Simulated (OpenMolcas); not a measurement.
C3H3: single-point calculation (part 2 of 2)

The same run, continued: C3H3, multiplicity 2; CASPT2/ANO-L-VDZP (OpenMolcas 26.06). The geometry comes from this level: GFN2-xTB.

Geometry of the input (Å):
```
C  -1.2428  -0.6004  -0.5793
C  -0.2304  -0.1123  -0.1066
C  0.8922  0.4308  0.4159
H  -2.1126  -1.0207  -0.9855
H  1.8089  0.4414  -0.1451
H  0.8847  0.8612  1.4006
```

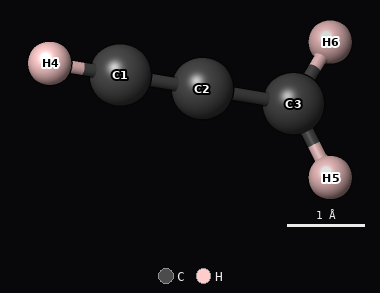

The structure as given in the input (ball-and-stick view, seen at a tilt; atoms are numbered from 1 in the order of the input).

The program's output, continued:
```
      ************************************************************************************************************************
                                                      Wave function printout:
                       occupation of active orbitals, and spin coupling of open shells (u,d: Spin up or down)
      ************************************************************************************************************************

      Note: transformation to natural orbitals
      has been made, which may change the order of the CSFs.

      printout of CI-coefficients larger than  0.05 for root  1
      energy=    -115.291623
      conf/sym  111     Coeff  Weight
             1  2u0  -0.97386 0.94840
             4  udu   0.16486 0.02718
             6  uud   0.09516 0.00905
             8  0u2  -0.11865 0.01408

      Natural orbitals and occupation numbers for root  1
      sym 1:   1.933713   1.000136   0.066150

      ************************************************************************************************************************
      *                                                    Final results                                                     *
      ************************************************************************************************************************

++    Final optimization conditions:
      ------------------------------

      Average CI energy                            -115.29162290
      RASSCF energy for state  1                   -115.29162290
      Super-CI energy                                -0.00000000
      RASSCF energy change                           -0.00000000
      Max change in MO coefficients              -1.174E-06
      Max non-diagonal density matrix element    -1.304E-06
      Maximum BLB matrix element                 -1.422E-06
      (orbital pair   9,  15 in symmetry   1)
      Norm of electronic gradient            2.444E-06
--

      Final state energy(ies):
      ------------------------

::    RASSCF root number  1 Total energy:   -115.29162290
      Von Neumann Entropy (Root   1) =  0.70965

      Mulliken population analysis for root number:  1
      -----------------------------------------------

++    Molecular charges:
      ------------------

      Mulliken charges per centre
      ---------------------------

                C1      C2      C3      H4      H5      H6
      Total    6.0388  5.9729  6.0208  0.9699  0.9988  0.9988

      N-E     -0.0388  0.0271 -0.0208  0.0301  0.0012  0.0012

      Total electronic charge=   21.000000

      Total            charge=   -0.000000
--

      Expectation values of various properties for root number:  1
      -----------------------------------------------------------

++    Molecular properties:
      ---------------------

      Charge (e):
                      =   -0.0000
      Dipole Moment (debye):
      Origin of the operator (angstrom)=   -0.1637   -0.0794   -0.0761
                   X=  1.9483E-01               Y=  9.5304E-02               Z=  8.9072E-02           Total=  2.3447E-01
      Quadrupole Moment (debye*angstrom):
      Origin of the operator (angstrom)=   -0.1637   -0.0794   -0.0761
                  XX= -1.4752E+01              XY=  2.3655E+00              XZ=  1.7926E+00              YY= -1.9102E+01
                  YZ=  1.4886E+00              ZZ= -1.8160E+01
      In traceless form (debye*angstrom)
                  XX=  3.8790E+00              XY=  3.5482E+00              XZ=  2.6888E+00              YY= -2.6464E+00
                  YZ=  2.2329E+00              ZZ= -1.2326E+00
--

      Mulliken spin population analysis for root number:  1
      ---------------------------------------------------

++    Molecular charges:
      ------------------

      Mulliken spin population per centre
      ---------------------------

                C1      C2      C3      H4      H5      H6
      Total    0.4015 -0.1195  0.6873  0.0079  0.0114  0.0114

      Total electronic spin=    1.000000
--

      LoProp population analysis for root number:  1
      -----------------------------------------------

++    LoProp analysis:
      ----------------

++    Static properties:
      ------------------

      LoProp Charges per center

                   C1       C2       C3       H4       H5       H6
      Nuclear      6.0000   6.0000   6.0000   1.0000   1.0000   1.0000
      Electronic  -6.2033  -6.0152  -6.2480  -0.8212  -0.8561  -0.8562

      Total       -0.2033  -0.0152  -0.2480   0.1788   0.1439   0.1438
--

      Natural Bond Order analysis for root number:  1

++    Natural Bond Order analysis
      ---------------------------
      Based on LoProp computed density
      -------------------------------------------------------------------------------------
      Atom A       Atom B       Bond Order
      -------------------------------------------------------------------------------------
      NBO located      0.997 non-bonded electrons on atom C1
      NBO located      0.997 non-bonded electrons on atom C2
      NBO located      0.997 non-bonded electrons on atom C3
      The remaining   10.275 electrons are to be considered as diffuse
--

--

      Average orbitals are written to the RASORB file
      Natural orbitals for root   1 are written to the RASORB.1 file
      Spin density orbitals for root   1 are written to the SPDORB.1 file

--- Stop Module: rasscf /rc=_RC_ALL_IS_WELL_ ---

--- Start Module: caspt2 ---

                                              &CASPT2

                       available to each process: 1.9 GB of memory, 1 thread

++    Wave function specifications:
      -----------------------------

      Number of closed shell electrons          12
      Number of electrons in active shells       3
      Max number of holes in RAS1 space          0
      Max number of electrons in RAS3 space      0
      Number of inactive orbitals                6
      Number of active orbitals                  3
      Number of secondary orbitals              45
      Spin quantum number                      0.5
      State symmetry                             1
      Number of CSFs                             8
      Number of CASSCF root(s) available         1
      CASPT2 state passed to geometry opt.       1
      A file JOBMIX will be created
      This is a CASSCF or RASSCF reference function
--

++    Orbital specifications:
      -----------------------

      Symmetry species                           1
                                                 a
      Frozen orbitals                            3
      Inactive orbitals                          6
      Active orbitals                            3
      Secondary orbitals                        45
      Deleted orbitals                           0
      Number of basis functions                 57
--

++    CASPT2 specifications:
      ----------------------

      Type of calculation                        SS-CASPT2
      Fock operator                              state-specific
      IPEA shift                                 0.25
      Real shift                                 0.00
      Imaginary shift                            0.20
      The input orbitals will be transformed to quasi-canonical
--

--------------------------------------------------------------------------------
 Estimated memory requirements:
  POLY3 :                   250248
  RHS:                      293098
  SIGMA :                   324520
  PRPCTL:                        0
 Available workspace:    232488159

++ CASPT2 computation for group   1

********************************************************************************
 Multi-State initialization phase begins for group   1
--------------------------------------------------------------------------------
********************************************************************************
 Compute H0 matrices for state    1
--------------------------------------------------------------------------------
--------------------------------------------------------------------------------
 H0 matrices have been computed.

********************************************************************************
  CASPT2 EQUATION SOLUTION
--------------------------------------------------------------------------------

  Total nr of CASPT2 parameters:
   Before reduction:       93483
   After  reduction:       88857

 Variance of |WF0>:       1.0024065309

 The contributions to the second order correlation energy in atomic units.
-----------------------------------------------------------------------------------------------------------------------------
  IT.      VJTU        VJTI        ATVX        AIVX        VJAI        BVAT        BJAT        BJAI        TOTAL       RNORM
-----------------------------------------------------------------------------------------------------------------------------
   1    -0.000000   -0.001479   -0.002685   -0.052713   -0.010729   -0.007433   -0.066045   -0.191339   -0.332424    0.003283
   2    -0.000000   -0.001502   -0.002702   -0.053077   -0.010767   -0.007438   -0.066071   -0.191354   -0.332911    0.000257
   3    -0.000000   -0.001502   -0.002702   -0.053083   -0.010767   -0.007438   -0.066074   -0.191354   -0.332921    0.000029
   4    -0.000000   -0.001502   -0.002702   -0.053082   -0.010767   -0.007438   -0.066074   -0.191354   -0.332919    0.000003
-----------------------------------------------------------------------------------------------------------------------------

  FINAL CASPT2 RESULT:

      Reference energy:        -115.2916228999
      E2 (Non-variational):      -0.3329189253
      Shift correction:          -0.0024711152
      E2 (Variational):          -0.3353900405
      Total energy:            -115.6270129404
      Residual norm:              0.0000004308
      Reference weight:           0.88391

      Contributions to the CASPT2 correlation energy
      Active & Virtual Only:         -0.0101401853
      One Inactive Excited:          -0.1191555982
      Two Inactive Excited:          -0.2036231418

++ Denominators, etc.
--------------------------------------------------------------------------------------------------------------
 Report on small energy denominators, large coefficients, and large energy contributions.
CASE  SYMM ACTIVE-MIX  NON-ACTIVE INDICES          DENOMINATOR     RHS VALUE       COEFFICIENT     CONTRIBUTION
ATVX     1  Mu1.0001  Se1.013                       0.27972624     -0.00000077      0.00000230     -0.00000000
AIVX     1  Mu1.0003  In1.009 Se1.015               0.93824839     -0.02950570      0.02986831     -0.00088129
AIVX     1  Mu1.0005  In1.009 Se1.015               1.10046653     -0.03149959      0.02804263     -0.00088333
AIVX     1  Mu1.0007  In1.009 Se1.015               1.31447352      0.03479502     -0.02561672     -0.00089133
AIVX     1  Mu1.0008  In1.009 Se1.015               1.42979228      0.07475394     -0.05092554     -0.00380688
AIVX     1  Mu1.0008  In1.004 Se1.023               2.45195363     -0.06913050      0.02731290     -0.00188815
AIVX     1  Mu1.0008  In1.009 Se1.025               1.88890099     -0.06926704      0.03555323     -0.00246267
BJAIP    1  Se1.015 In1.009 Se1.015 In1.009         1.12530661      0.06198617     -0.05339711     -0.00330988
BJAIP    1  Se1.015 In1.009 Se1.017 In1.009         1.20776481      0.04000685     -0.03224061     -0.00128985
BJAIP    1  Se1.019 In1.009 Se1.019 In1.009         1.47623492      0.04114956     -0.02737226     -0.00112636
BJAIP    1  Se1.015 In1.009 Se1.025 In1.009         1.58441532     -0.05998281      0.03726424     -0.00223521
--

   (Skipping property calculation,
    use PROP keyword to activate)
--

  Total CASPT2 energies:
::    CASPT2 Root  1     Total energy:   -115.62701294

  A NEW JOBIPH FILE NAMED 'JOBMIX' IS PREPARED.
********************************************************************************
--- Stop Module: caspt2 /rc=_RC_ALL_IS_WELL_ ---

.##################.
.# Happy landing! #.
.##################.

    Timing: Wall=4.55 User=3.75 System=0.78
```
